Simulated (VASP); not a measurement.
# TiGe2Au: the relaxed cell at several levels

Wanted: equilibrium cells of TiGe2Au at many levels, with their cost. The levels: PBE, LDA, PBEsol, r2SCAN, PBE + D3(BJ), optB86b-vdW, BEEF-vdW and SCAN. The cell is invented: it takes the structure of COD entry 1509562, Ti3Ag (space group 123 there), with some of its atoms replaced by other elements, volume scaled by an estimate. It may not be a known or stable phase. LASPH is on for some levels and off for others; the table marks which.

Calculated with VASP 6.6.1; PBE; plane waves and PAW (Au, Ge_d, Ti_sv), in the first sound run; inputs show where later runs differ.

## (1) Starting point

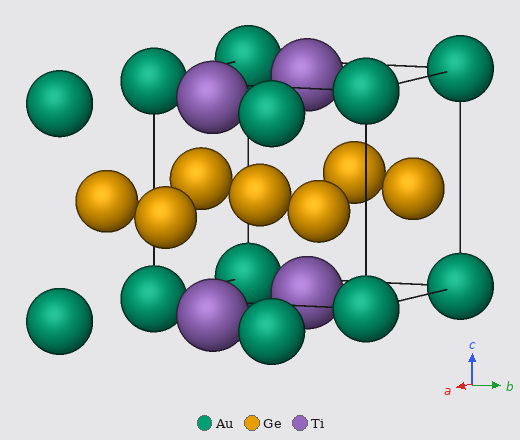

The starting structure, seen slightly off an axis (gold teal, germanium orange, titanium purple). 2×1×1 cells are drawn. Some periodic images of atoms are drawn too.

Coordinates:

```
Au Ge Ti
1.0
     4.08239    0.00000    0.00000
     0.00000    4.08239    0.00000
     0.00000    0.00000    3.85131
Au Ge Ti
1 2 1
Direct
  0.00000 0.00000 0.00000
  0.00000 0.50000 0.50000
  0.50000 0.00000 0.50000
  0.50000 0.50000 0.00000
```

## (2) Relaxation with PBE

Properties are meant for the cell that this level of theory prefers, so cell and atoms are relaxed first (ISIF = 3) until forces and stress are small; EDIFFG sets the threshold. PBE, the usual starting point, adds the gradient of the density.

INCAR

```
SYSTEM = TiGe2Au
PREC = Accurate
ENCUT = 520
EDIFF = 1E-06
NELM = 100
ISMEAR = -1
SIGMA = 0.05
LREAL = .FALSE.
ALGO = Normal
GGA = PE
LORBIT = 11
LWAVE = .FALSE.
LCHARG = .FALSE.
KPAR = 2
IBRION = 2
NSW = 60
ISIF = 3
EDIFFG = -0.01
```

POSCAR

```
TiGe2Au
1.0
    4.0823900000      0.0000000000      0.0000000000
    0.0000000000      4.0823900000      0.0000000000
    0.0000000000      0.0000000000      3.8513110000
Au Ge Ti
1 2 1
Direct
    0.0000000000      0.0000000000      0.0000000000
    0.0000000000      0.5000000000      0.5000000000
    0.5000000000      0.0000000000      0.5000000000
    0.5000000000      0.5000000000      0.0000000000
```

KPOINTS

```
Automatic mesh
0
Gamma
7 7 7
0 0 0
```

Potentials, in the order of the species: Au, Ge_d and Ti_sv (PBE family, release 64).

The run is started by

```
$ mpirun -np 2 vasp_std
```

Output:

```text
[banner, memory and clock lines left out]
running    2 mpi-ranks, on    1 nodes
 distrk:  each k-point on    1 cores,    2 groups
 distr:  one band on    1 cores,    1 groups

 POSCAR found type information on POSCAR AuGeTi
 POSCAR found :  3 types and       4 ions
 LDA part: xc-table for (Slater+PW92), standard interpolation
 POSCAR, INCAR and KPOINTS ok, starting setup
 FFT: planning ... GRIDC
 FFT: planning ... GRID_SOFT
 FFT: planning ... GRID
 WAVECAR not read
 entering main loop
       N       E                     dE             d eps       ncg     rms          rms(c)
DAV:   1     0.530683286263E+03    0.53068E+03   -0.24972E+04  2932   0.415E+03
DAV:   2     0.624166800814E+02   -0.46827E+03   -0.45587E+03  2416   0.856E+02
DAV:   3    -0.174170283860E+02   -0.79834E+02   -0.78291E+02  3324   0.216E+02
DAV:   4    -0.232734181451E+02   -0.58564E+01   -0.57792E+01  3436   0.570E+01
DAV:   5    -0.235120341633E+02   -0.23862E+00   -0.23842E+00  3062   0.104E+01    0.140E+01
DAV:   6    -0.216842933947E+02    0.18277E+01   -0.27456E+01  3336   0.293E+01    0.879E+00
DAV:   7    -0.211633205924E+02    0.52097E+00   -0.15627E+01  2990   0.210E+01    0.794E+00
DAV:   8    -0.208413271057E+02    0.32199E+00   -0.95777E-01  2558   0.636E+00    0.379E+00
DAV:   9    -0.208261500487E+02    0.15177E-01   -0.94497E-01  3278   0.451E+00    0.152E+00
DAV:  10    -0.207962493596E+02    0.29901E-01   -0.12212E-01  2918   0.217E+00    0.591E-01
DAV:  11    -0.207946276858E+02    0.16217E-02   -0.77163E-03  3278   0.704E-01    0.324E-01
DAV:  12    -0.207932485904E+02    0.13791E-02   -0.80073E-03  3264   0.462E-01    0.253E-02
DAV:  13    -0.207932636513E+02   -0.15061E-04   -0.21267E-04  3042   0.104E-01    0.133E-02
DAV:  14    -0.207932656403E+02   -0.19890E-05   -0.86813E-06  2988   0.174E-02    0.474E-03
DAV:  15    -0.207932663430E+02   -0.70272E-06   -0.53755E-07  1702   0.617E-03
   1 F= -.20793266E+02 E0= -.20782928E+02  d E =-.207933E+02
 curvature:   0.00 expect dE= 0.000E+00 dE for cont linesearch  0.000E+00
 trial: gam= 0.00000 g(F)=  0.000E+00 g(S)=  0.391E+00 ort = 0.000E+00 (trialstep = 0.100E+01)
 search vector abs. value=  0.391E+00
 bond charge predicted
       N       E                     dE             d eps       ncg     rms          rms(c)
DAV:   1    -0.275015356626E+02   -0.67083E+01   -0.13160E+02  3122   0.160E+02    0.197E+01
DAV:   2    -0.247734913790E+02    0.27280E+01   -0.69834E+01  3086   0.552E+01    0.945E+00
DAV:   3    -0.213415940257E+02    0.34319E+01   -0.12193E+01  2912   0.234E+01    0.593E+00
DAV:   4    -0.209929917598E+02    0.34860E+00   -0.98034E-01  3312   0.838E+00    0.314E+00
DAV:   5    -0.209019564704E+02    0.91035E-01   -0.57184E-01  3250   0.434E+00    0.149E+00
DAV:   6    -0.208891582043E+02    0.12798E-01   -0.13622E-01  3234   0.255E+00    0.659E-01
DAV:   7    -0.209041591636E+02   -0.15001E-01   -0.81795E-02  3100   0.159E+00    0.903E-01
DAV:   8    -0.208907956515E+02    0.13364E-01   -0.82054E-02  3000   0.140E+00    0.585E-02
DAV:   9    -0.208909447818E+02   -0.14913E-03   -0.18121E-03  3004   0.243E-01    0.520E-02
DAV:  10    -0.208909382400E+02    0.65417E-05   -0.54370E-05  3154   0.399E-02    0.479E-02
DAV:  11    -0.208909176535E+02    0.20587E-04   -0.34051E-05  2892   0.303E-02    0.267E-02
DAV:  12    -0.208909080697E+02    0.95838E-05   -0.87916E-05  3378   0.463E-02    0.107E-02
DAV:  13    -0.208909079240E+02    0.14562E-06   -0.27858E-06  2214   0.114E-02
   2 F= -.20890908E+02 E0= -.20881481E+02  d E =-.976416E-01
[...]
3 F= -.20918384E+02 E0= -.20909113E+02  d E =-.125118E+00
[...]
4 F= -.20958182E+02 E0= -.20949065E+02  d E =-.397977E-01
[...]
5 F= -.20971270E+02 E0= -.20961494E+02  d E =-.528859E-01
 curvature:  -1.03 expect dE=-0.578E-03 dE for cont linesearch -0.568E-03
 ZBRENT: extrapolating
 opt :   1.8804  next Energy=   -20.971874 (dE=-0.535E-01)
 bond charge predicted
       N       E                     dE             d eps       ncg     rms          rms(c)
DAV:   1    -0.209838459096E+02   -0.12576E-01   -0.40030E-01  2580   0.608E+00    0.761E-01
DAV:   2    -0.209759513252E+02    0.78946E-02   -0.27057E-02  2726   0.184E+00    0.418E-01
DAV:   3    -0.209737104427E+02    0.22409E-02   -0.13904E-02  3570   0.899E-01    0.336E-01
DAV:   4    -0.209720092380E+02    0.17012E-02   -0.84526E-03  3504   0.606E-01    0.746E-02
DAV:   5    -0.209719667612E+02    0.42477E-04   -0.60126E-04  2938   0.190E-01    0.343E-02
DAV:   6    -0.209719689199E+02   -0.21586E-05   -0.63119E-05  3278   0.804E-02    0.112E-02
DAV:   7    -0.209719692864E+02   -0.36650E-06   -0.92189E-06  2868   0.301E-02
   6 F= -.20971969E+02 E0= -.20962014E+02  d E =-.535850E-01
 curvature:  -1.09 expect dE=-0.342E-04 dE for cont linesearch -0.228E-04
 trial: gam=-0.01236 g(F)=  0.421E-62 g(S)=  0.313E-04 ort = 0.116E-02 (trialstep = 0.112E+01)
 search vector abs. value=  0.125E-04
 reached required accuracy - stopping structural energy minimisation
```

The job ended after 97 s (2 MPI ranks of AMD EPYC 9R14 (Zen 4), shared host; peak memory 0.41 GiB).

The logs omit lines about the potential files and the build; timing stands in the text.

OUTCAR, selected parts (step 2):

```text
ion  position               nearest neighbor table
   1  0.000  0.000  0.000-   2 2.81   3 2.81   2 2.81   3 2.81   2 2.81   2 2.81   3 2.81   3 2.81
                             4 2.89   4 2.89   4 2.89   4 2.89
   2  0.000  0.500  0.500-   1 2.81   4 2.81   1 2.81   4 2.81   1 2.81   1 2.81   4 2.81   4 2.81
                             3 2.89   3 2.89   3 2.89   3 2.89
   3  0.500  0.000  0.500-   1 2.81   4 2.81   1 2.81   4 2.81   4 2.81   4 2.81   1 2.81   1 2.81
                             2 2.89   2 2.89   2 2.89   2 2.89
   4  0.500  0.500  0.000-   2 2.81   3 2.81   2 2.81   3 2.81   3 2.81   3 2.81   2 2.81   2 2.81
                             1 2.89   1 2.89   1 2.89   1 2.89

  LATTYP: Found a simple tetragonal cell.
 ALAT       =     4.0823900000
 C/A-ratio  =     0.9433961478

 Subroutine GETGRP returns: Found 16 space group operations
 (whereof 16 operations were pure point group operations)

The static configuration has the point symmetry D_4h.

 Found     40 irreducible k-points:

   k-points           NKPTS =     40   k-points in BZ     NKDIM =     40   number of bands    NBANDS=     30

   dimension x,y,z NGX =    30 NGY =   30 NGZ =   30
   dimension x,y,z NGXF=    60 NGYF=   60 NGZF=   60

   ENCUT  =  520.0 eV  38.22 Ry    6.18 a.u.   7.59  7.59  7.16*2*pi/ulx,y,z

   NELECT =      51.0000    total number of electrons

 k-points in reciprocal lattice and weights: Automatic mesh
   0.00000000  0.00000000  0.00000000       0.003
   0.14285714  0.00000000  0.00000000       0.012
   0.28571429  0.00000000  0.00000000       0.012
   0.42857143  0.00000000  0.00000000       0.012
   0.14285714  0.14285714  0.00000000       0.012
   0.28571429  0.14285714  0.00000000       0.023
   0.42857143  0.14285714  0.00000000       0.023
   0.28571429  0.28571429  0.00000000       0.012
   0.42857143  0.28571429  0.00000000       0.023
[...]
0.42857143  0.28571429  0.42857143       0.047
   0.42857143  0.42857143  0.42857143       0.023

 average (electrostatic) potential at core
       1 -65.5431       2 -70.4368       3 -70.4368       4 -72.5317

 E-fermi :   8.9137

 k-point     1 :       0.0000    0.0000    0.0000
  band No.  band energies     occupation
    ...
     21       5.5789      2.00000
     22       5.5789      2.00000
     23       6.1375      2.00000
     24       6.7205      2.00000
     25       7.9743      2.00000
     26       9.5060      0.00001
     27       9.5060      0.00001
     28      10.1728      0.00000
     29      10.5776      0.00000
     30      12.0197      0.00000

 k-point     2 :       0.1429    0.0000    0.0000
  band No.  band energies     occupation
    ...
     21       4.5835      2.00000
     22       5.7180      2.00000
     23       6.4071      2.00000
     24       7.6668      2.00000
     25       7.8825      2.00000
     26       9.4835      0.00002
     27       9.7572      0.00000
     28       9.9884      0.00000
     29      10.3047      0.00000
     30      11.1976      0.00000

 k-point     3 :       0.2857    0.0000    0.0000
  band No.  band energies     occupation
    ...
     21       4.0968      2.00000
     22       6.0770      2.00000
     23       6.4924      2.00000
     24       7.6569      2.00000
     25       8.6557      1.98859
     26       9.1454      0.01925
     27       9.4327      0.00006
     28       9.5065      0.00001
     29      10.4977      0.00000
     30      11.2268      0.00000

  Total        0.0310614      0.0310614     -0.0257562      0.0000000      0.0000000      0.0000000
  in kB        0.7390844      0.7390844     -0.6128497      0.0000000      0.0000000      0.0000000
  external PRESSURE =       0.2884397 kB  Pullay stress =       0.0000000 kB

  energy-cutoff  :      520.00
  volume of cell :       67.33
      direct lattice vectors                 reciprocal lattice vectors
     4.278738211  0.000000000  0.000000000     0.233713761  0.000000000  0.000000000
     0.000000000  4.278738211  0.000000000     0.000000000  0.233713761 -0.000000000
     0.000000000  0.000000000  3.677952440     0.000000000 -0.000000000  0.271890411

 POSITION                                       TOTAL-FORCE (eV/Angst)
 -----------------------------------------------------------------------------------
      0.00000      0.00000      0.00000         0.000000      0.000000      0.000000
      0.00000      2.13937      1.83898         0.000000      0.000000      0.000000
      2.13937      0.00000      1.83898         0.000000      0.000000      0.000000
      2.13937      2.13937      0.00000         0.000000     -0.000000      0.000000
 -----------------------------------------------------------------------------------
    total drift:                                0.000000      0.000000     -0.000000

  FREE ENERGIE OF THE ION-ELECTRON SYSTEM (eV)
  ---------------------------------------------------
  free  energy   TOTEN  =       -20.9719692864 eV

  energy  without entropy=      -20.9520596344  energy(sigma->0) =      -20.96201446

 reached required accuracy - stopping structural energy minimisation

 total charge
# of ion       s       p       d       tot
------------------------------------------
    1        0.649   0.432   8.673   9.754
    2        1.188   1.072  10.041  12.301
    3        1.188   1.072  10.041  12.301
    4        2.139   6.080   1.945  10.164
--------------------------------------------------
tot          5.164   8.656  30.700  44.520

[... 3 further parts left out ...]
```

CONTCAR:

```
TiGe2Au
   1.00000000000000
     4.2787382105397187    0.0000000000000000    0.0000000000000000
     0.0000000000000000    4.2787382105397187    0.0000000000000000
     0.0000000000000000    0.0000000000000000    3.6779524404145021
  Au              Ge              Ti
     1     2     1
Direct
     0.0000000000000000    0.0000000000000000    0.0000000000000000
     0.0000000000000000    0.5000000000000000    0.5000000000000000
     0.5000000000000000    0.0000000000000000    0.5000000000000000
     0.5000000000000000    0.5000000000000000    0.0000000000000000
```

This run has no spin polarisation. Its electron count is odd, so without a moment it is a metal by construction. The k-mesh is coarse for a metal. The run keeps the 16 symmetry operations of its start, so it cannot find a distortion of lower symmetry.

Step by step:

| step | energy less that of the first step (eV) | largest force (eV/Å) | pressure (GPa) | volume (Å³) |
| --- | --- | --- | --- | --- |
| 1 | 0.0000 | 0.0000 | 6.98 | 64.19 |
| 2 | -0.0976 | 0.0000 | -4.78 | 70.86 |
| 3 | -0.1251 | 0.0000 | -1.56 | 68.59 |
| 4 | -0.1649 | 0.0000 | -0.74 | 67.99 |
| 5 | -0.1780 | 0.0000 | -0.02 | 67.48 |
| 6 | -0.1787 | 0.0000 | 0.03 | 67.33 |

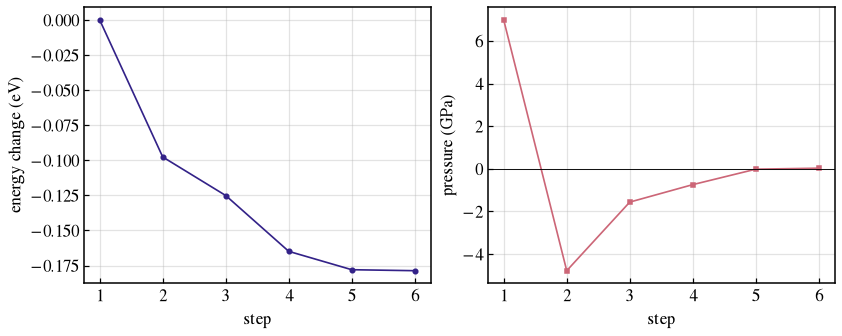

Energy and pressure along the relaxation.

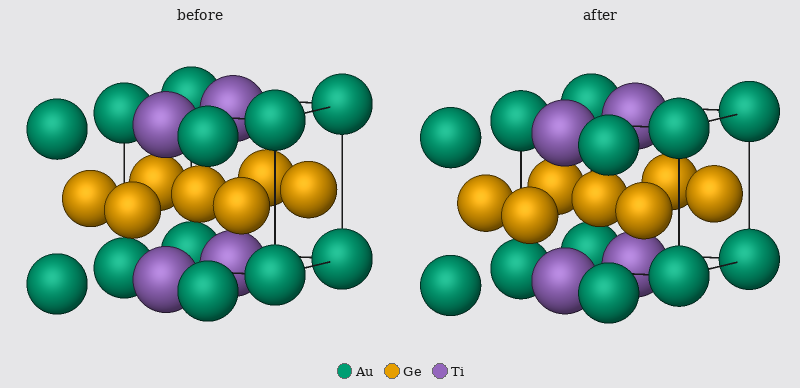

Before and after, at one scale.

| conventional cell, symmetrised | before | after | change |
| --- | --- | --- | --- |
| a (Å) | 4.082 | 4.279 | +4.8 % |
| b (Å) | 4.082 | 4.279 | +4.8 % |
| c (Å) | 3.851 | 3.678 | -4.5 % |
| volume (Å³/atom) | 16.05 | 16.83 | +4.9 % |

Final coordinates:

```
Au Ge Ti
1.0
     4.27874    0.00000    0.00000
     0.00000    4.27874    0.00000
     0.00000    0.00000    3.67795
Au Ge Ti
1 2 1
Direct
  0.00000 0.00000 0.00000
  0.00000 0.50000 0.50000
  0.50000 0.00000 0.50000
  0.50000 0.50000 0.00000
```

This step gave:

| Property | Result |
| --- | --- |
| electrons | 51 |
| bands | 30 |
| irreducible k-points | 40 |
| symmetry operations | 16 |
| free energy (TOTEN) | -20.97 eV |
| energy at zero smearing | -20.96 eV |
| Fermi energy | 8.914 eV |
| pressure | 0.02884 GPa |
| metallic | yes |
| SCF cycles over all ionic steps | 63 |

It ends with forces that vanish by symmetry and a pressure of 0.03 GPa. The conventional cell has a = 4.279 and c = 3.678 Å.

(Continued in part 2 of 3.)

[Lines on the potential files, build, host, timing and source positions are cut from VASP's logs without a mark.]

[Logs are printed without paths, hosts, clocks, repeated set-up lines and the standing remarks that a program may print on its own settings, such as how far it seeks lower states.]

[Hosts, paths, dates, database ids (printed as entryN), source tags and the programs' standing remarks are cut or masked in the printed files.]

[A measured line is paired with the nearest computed mode of its activity, which favours agreement.]
